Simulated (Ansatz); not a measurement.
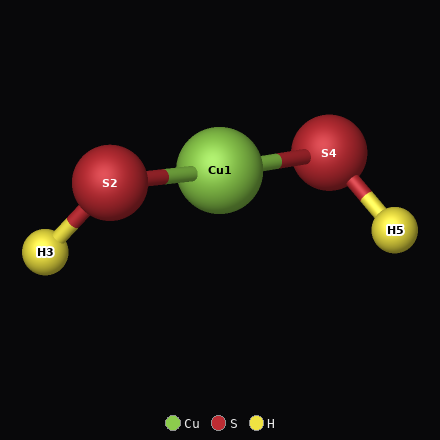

The system is [Cu(SH)2]-, charge −1; the picture shows the reference structure. First axis: angle S2–Cu1–S4 (carried through 180). Second axis: change of the bonds Cu1–S2, Cu1–S4, all alike. Nothing is relaxed (all other coordinates rigid). The grid has 15 × 15 points. Points are written as (first, second). Energies: eV, counted from the relaxed molecule at the same level. All numbers below come from RKS PBE-D4/def2-SVPD in Ansatz 0.2.0.

Its coordinates:

```xyz
5

Cu    0.1294   -0.3288    0.0073
S     0.2462   -0.2720    2.1893
H     0.8031    0.9741    2.2743
S     0.0382   -0.4509   -2.1732
H    -1.2169    0.0776   -2.2977
```

Range: angle S2–Cu1–S4 (carried through 180) from 140.0 to 220.0°; change of the bonds Cu1–S2, Cu1–S4, all alike from −0.240 to 0.372 Å.

Q: Predict the map.

A: The lowest grid point is at (180.0°, 0.022 Å), 0.005 eV from the relaxed molecule at the same level. It is the only kind of minimum in the scanned range. The highest grid point, (220.0°, −0.240 Å), lies 1.34 eV above the lowest. Round the minimum the two coordinates are nearly uncoupled.

| second ↓, first → | 140.0 | 145.7 | 151.4 | 157.1 | 162.9 | 168.6 | 174.3 | 180.0 | 185.7 | 191.4 | 197.1 | 202.9 | 208.6 | 214.3 | 220.0 |
| --- | --- | --- | --- | --- | --- | --- | --- | --- | --- | --- | --- | --- | --- | --- | --- |
| 0.372 | 0.99 | 0.94 | 0.90 | 0.87 | 0.84 | 0.82 | 0.81 | 0.81 | 0.82 | 0.83 | 0.86 | 0.89 | 0.92 | 0.97 | 1.03 |
| 0.328 | 0.86 | 0.81 | 0.76 | 0.73 | 0.70 | 0.68 | 0.67 | 0.67 | 0.67 | 0.69 | 0.71 | 0.75 | 0.79 | 0.84 | 0.90 |
| 0.284 | 0.73 | 0.68 | 0.63 | 0.59 | 0.56 | 0.54 | 0.53 | 0.53 | 0.54 | 0.55 | 0.58 | 0.61 | 0.66 | 0.71 | 0.77 |
| 0.240 | 0.62 | 0.56 | 0.51 | 0.47 | 0.44 | 0.42 | 0.40 | 0.40 | 0.41 | 0.43 | 0.45 | 0.49 | 0.54 | 0.59 | 0.66 |
| 0.197 | 0.51 | 0.45 | 0.40 | 0.36 | 0.33 | 0.30 | 0.29 | 0.29 | 0.30 | 0.31 | 0.34 | 0.38 | 0.43 | 0.49 | 0.56 |
| 0.153 | 0.42 | 0.36 | 0.30 | 0.26 | 0.22 | 0.20 | 0.19 | 0.19 | 0.19 | 0.21 | 0.24 | 0.28 | 0.33 | 0.40 | 0.47 |
| 0.109 | 0.35 | 0.28 | 0.22 | 0.18 | 0.14 | 0.12 | 0.10 | 0.10 | 0.11 | 0.13 | 0.16 | 0.20 | 0.26 | 0.33 | 0.40 |
| 0.066 | 0.30 | 0.23 | 0.17 | 0.12 | 0.08 | 0.06 | 0.04 | 0.04 | 0.05 | 0.07 | 0.10 | 0.15 | 0.21 | 0.28 | 0.36 |
| 0.022 | 0.29 | 0.21 | 0.14 | 0.09 | 0.05 | 0.02 | 0.01 | 0.01 | 0.02 | 0.04 | 0.07 | 0.12 | 0.18 | 0.26 | 0.35 |
| −0.022 | 0.30 | 0.22 | 0.15 | 0.09 | 0.05 | 0.02 | 0.01 | 0.01 | 0.02 | 0.04 | 0.08 | 0.13 | 0.20 | 0.28 | 0.37 |
| −0.066 | 0.36 | 0.28 | 0.20 | 0.14 | 0.10 | 0.07 | 0.05 | 0.05 | 0.06 | 0.09 | 0.13 | 0.18 | 0.25 | 0.34 | 0.44 |
| −0.109 | 0.47 | 0.38 | 0.30 | 0.24 | 0.19 | 0.16 | 0.14 | 0.14 | 0.15 | 0.18 | 0.22 | 0.28 | 0.36 | 0.45 | 0.55 |
| −0.153 | 0.65 | 0.55 | 0.47 | 0.40 | 0.35 | 0.32 | 0.30 | 0.30 | 0.31 | 0.34 | 0.39 | 0.45 | 0.53 | 0.62 | 0.74 |
| −0.197 | 0.91 | 0.80 | 0.71 | 0.64 | 0.59 | 0.55 | 0.53 | 0.53 | 0.55 | 0.58 | 0.63 | 0.69 | 0.78 | 0.88 | 1.00 |
| −0.240 | 1.25 | 1.14 | 1.04 | 0.97 | 0.91 | 0.87 | 0.85 | 0.85 | 0.87 | 0.90 | 0.95 | 1.02 | 1.11 | 1.22 | 1.35 |

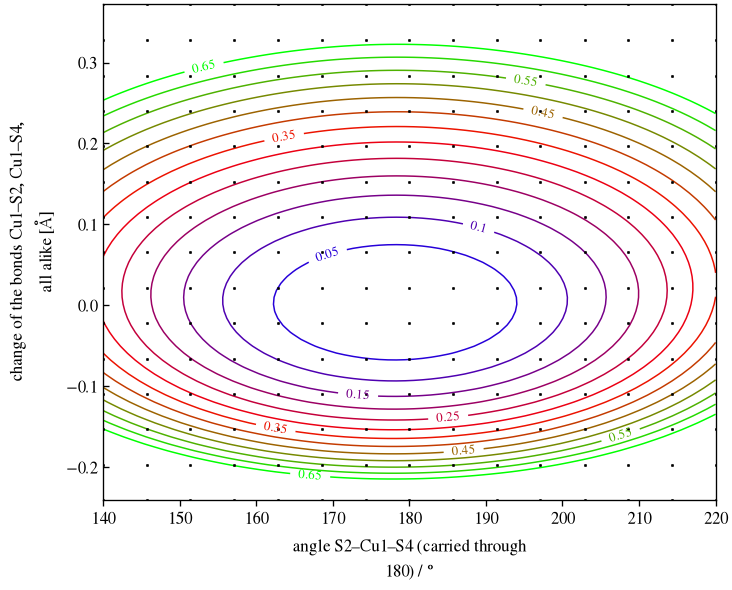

Drawn: contour lines labelled in eV (none above 0.65), dots at the grid points. Between grid points the surface is interpolated.

Each point was launched as `ansatz run input.yaml --threads 1 --pin off --max-ram 2560MiB --backend cpu --events-out ev --progress --plain --runs-dir out`. Time for the 225 points that were run: 26 min on 1 thread of Arm Neoverse N1, on a shared host.
